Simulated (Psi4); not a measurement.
# HfH4O4 (SMILES O[Hf](O)(O)O): r2SCAN/def2-SVP (core potential)

What is the vertical singlet–triplet gap of HfH4O4 at r2SCAN/def2-SVP (core potential)? 

Program for the calculation: Psi4 1.11.

5 further runs of the same task are left out: 3 that didn't finish, 2 set aside as unsound or not needed.

**1. The molecule**

HfH4O4 has 9 atoms, charge 0, and is taken as a singlet. SMILES: `O[Hf](O)(O)O`. The coordinates come from a PBE0-D4/def2-TZVP relaxation. This is one conformer, not always the lowest.

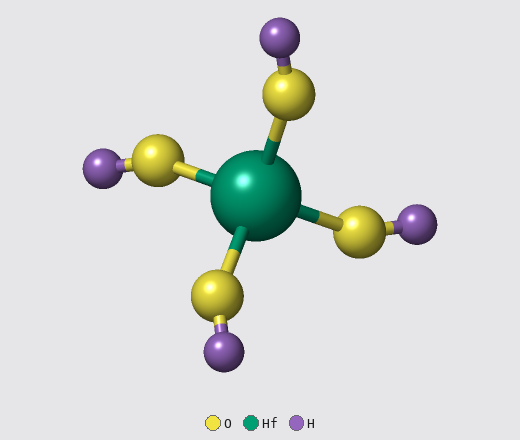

Viewed from a chosen angle; oxygen yellow, hafnium teal, hydrogen purple.

**2. Energy and gradient at r2SCAN/def2-SVP (core potential)**

Contents of h4hfo4.json:

```json
{
 "schema_name": "qcschema_input",
 "schema_version": 1,
 "molecule": {
  "schema_name": "qcschema_molecule",
  "schema_version": 2,
  "symbols": ["O", "Hf", "O", "O", "O", "H", "H", "H", "H"],
  "geometry": [-0.87962972, 0.17617917, 3.5444837, -5.669e-05, -5.669e-05, -7.559e-05, 3.55699369, 0.73064371, -0.42690803, -0.70545366, -3.36017871, -1.25734817, -1.97215598, 2.45314797, -1.86056765, -1.22832198, -0.48278723, 5.17941805, 4.98358574, 1.75485637, -0.8073099, -0.40360771, -4.84155392, -2.22857292, -3.35135369, 3.56976824, -2.1431006],
  "molecular_charge": 0,
  "molecular_multiplicity": 1,
  "fix_symmetry": "c1"
 },
 "driver": "gradient",
 "model": {
  "method": "r2scan",
  "basis": "def2-SVP"
 },
 "keywords": {
  "reference": "rks",
  "puream": true,
  "e_convergence": 1e-09,
  "d_convergence": 1e-08,
  "scf_type": "pk",
  "dft_radial_points": 99,
  "dft_spherical_points": 590,
  "scf_properties": ["QUADRUPOLE", "LOWDIN_CHARGES", "MULLIKEN_CHARGES"]
 }
}
```

Command:

```
$ psi4 --qcschema h4hfo4.json -n 1 --memory 2200MB
```

stdout:

```text
[...]
    !!!  WARNING: ECP capability is in beta. Please check occupations closely.  !!!
[...]
  Running in c1 symmetry.
[...]
  Nuclear repulsion =  209.799067305455594
[...]
  Multiplicity = 1
[...]
  Nalpha       = 24
  Nbeta        = 24
[...]
    Number of basis functions: 108
[...]
   @RKS iter   1:  -350.44922462739612   -4.67667e-01   1.32567e-02 ADIIS/DIIS
[...]
   @RKS iter  11:  -351.22203517109944   -5.37170e-11   6.90204e-09 DIIS
[...]
  @RKS Final Energy:  -351.22203517109944
   => Energetics <=
    Nuclear Repulsion Energy =            209.7990673054555941
    One-Electron Energy =                -916.0492989784085012
    Two-Electron Energy =                 396.8575979470526249
    DFT Exchange-Correlation Energy =     -41.8294014451992027
    Empirical Dispersion Energy =           0.0000000000000000
    VV10 Nonlocal Energy =                  0.0000000000000000
    Total Energy =                       -351.2220351710994350
[...]
 Multipole Moments:
 ------------------------------------------------------------------------------------
     Multipole            Electronic (a.u.)      Nuclear  (a.u.)        Total (a.u.)
 ------------------------------------------------------------------------------------
 L = 1.  Multiply by 2.5417464519 to convert [e a0] to [Debye]
 Dipole X            :         -0.0001162            0.0003332            0.0002169
 Dipole Y            :         -0.0003298            0.0005034            0.0001735
 Dipole Z            :         -0.0000821            0.0004079            0.0003257
 Magnitude           :                                                    0.0004281
 L = 2.  Multiply by 1.3450342976 to convert [e a0^2] to [Debye ang]
 Quadrupole XX       :       -210.3971288          180.2435054          -30.1536234
 Quadrupole XY       :          0.5824546           -0.8599117           -0.2774571
[...]
  -Total Gradient:
     Atom            X                  Y                   Z
    ------   -----------------  -----------------  -----------------
       1       -0.000209401600    -0.001378671654     0.001477996861
       2        0.000003156391     0.000004138141     0.000003094051
       3        0.001049766627     0.001660557995    -0.000493522721
       4        0.000915884773    -0.001237891884    -0.001322734182
       5       -0.001763741613     0.000953906719     0.000340794022
       6        0.001640080260     0.001661794848    -0.007150591641
       7       -0.006591486893    -0.003337348268     0.001379624510
       8       -0.000293934861     0.006599959009     0.003585802268
       9        0.005249737953    -0.004926428352     0.002179420459
[...]
```

It took 44 s on 1 thread of AMD EPYC 9R45 (Zen 5), shared host; peak memory 1 GiB.

**3. The triplet: the energy at U-r2SCAN/def2-SVP (core potential)**

Contents of input.inp:

```
memory 2200 MB

molecule {
  0 3
  O
  Hf 1 R2
  O 2 R3 1 A3
  O 2 R4 1 A4 3 D4
  O 2 R5 1 A5 4 D5
  H 1 R6 2 A6 3 D6
  H 3 R7 2 A7 1 D7
  H 4 R8 2 A8 1 D8
  H 5 R9 2 A9 1 D9

  R2 = 1.934836
  R3 = 1.934844
  A3 = 109.72882
  R4 = 1.934846
  A4 = 109.34389
  D4 = 119.92069
  R5 = 1.934852
  A5 = 109.34144
  D5 = 120.15769
  R6 = 0.950876
  A6 = 155.65261
  D6 = -99.00518
  R7 = 0.950883
  A7 = 155.64124
  D7 = -99.07291
  R8 = 0.95088
  A8 = 155.65326
  D8 = -141.01142
  R9 = 0.950879
  A9 = 155.63379
  D9 = -20.81999
  symmetry c1
}

set basis def2-SVP
set reference uks
set puream true
set e_convergence 1e-09
set d_convergence 1e-08
set scf_type pk
set dft_radial_points 99
set dft_spherical_points 590
set maxiter 100

energy("r2scan")
```

Command:

```
$ psi4 input.inp input.out -n 1
```

input.out:

```text
[...]
    !!!  WARNING: ECP capability is in beta. Please check occupations closely.  !!!
[...]
  Running in c1 symmetry.
[...]
  Nuclear repulsion =  209.799067473132112
[...]
  Multiplicity = 3
[...]
  Nalpha       = 25
  Nbeta        = 23
[...]
    Number of basis functions: 108
[...]
   @UKS iter   1:  -350.26568612067172   -2.83806e-01   1.19448e-02 DIIS/ADIIS
[...]
   @UKS iter  36:  -350.97108036859129   -3.74030e-11   4.49250e-09 DIIS
[...]
   @S^2 Observed:                2.005928749E+00
[...]
    Orbital Energies [Eh]
    ---------------------
    Alpha Occupied:
       1A    -19.004092     2A    -19.004018     3A    -19.003672
       4A    -19.003617     5A     -2.448975     6A     -1.315835
       7A     -1.315513     8A     -1.315174     9A     -0.966379
      10A     -0.951906    11A     -0.951664    12A     -0.951339
      13A     -0.512732    14A     -0.496999    15A     -0.496928
      16A     -0.496894    17A     -0.373768    18A     -0.365047
      19A     -0.349441    20A     -0.344948    21A     -0.336917
      22A     -0.335501    23A     -0.321879    24A     -0.321736
      25A     -0.048730
    Alpha Virtual:
[...]
  @UKS Final Energy:  -350.97108036859129
   => Energetics <=
    Nuclear Repulsion Energy =            209.7990674731321121
    One-Electron Energy =                -913.2464978991631597
    Two-Electron Energy =                 394.0623658012341366
    DFT Exchange-Correlation Energy =     -41.5860157437944196
    Empirical Dispersion Energy =           0.0000000000000000
    VV10 Nonlocal Energy =                  0.0000000000000000
    Total Energy =                       -350.9710803685912879
[...]
 Multipole Moments:
 ------------------------------------------------------------------------------------
     Multipole            Electronic (a.u.)      Nuclear  (a.u.)        Total (a.u.)
 ------------------------------------------------------------------------------------
 L = 1.  Multiply by 2.5417464519 to convert [e a0] to [Debye]
 Dipole X            :          0.0005351           -0.0003780            0.0001571
 Dipole Y            :         -0.0053026           -0.0005161           -0.0058188
 Dipole Z            :         -0.0038392           -0.0003335           -0.0041727
 Magnitude           :                                                    0.0071620
[...]
```

Run time: 2.7 min. Hardware: 1 thread of AMD EPYC 9R45 (Zen 5), shared host; peak memory 1 GiB.

**4. Outcome**

Level: r2SCAN/def2-SVP (core potential).

```
                                        quantity          value
                           singlet: total energy  -351.22204 Eh
                          singlet: dipole moment         0.00 D
                            singlet: HOMO energy       -6.97 eV
                            singlet: LUMO energy        0.18 eV
                          singlet: HOMO–LUMO gap        7.15 eV
               singlet: largest force on an atom     0.387 eV/Å
                           triplet: total energy  -350.97108 Eh
                          triplet: dipole moment         0.02 D
     triplet: HOMO energy (highest over α and β)       -1.33 eV
                                   triplet: ⟨S²⟩          2.006
vertical energy of the triplet above the singlet       6.829 eV
```

In words: At this shape the triplet lies 6.83 eV (157 kcal/mol) above the singlet. The largest force (singlet) is 0.39 eV/Å: the shape isn't a stationary point for this species at this level.
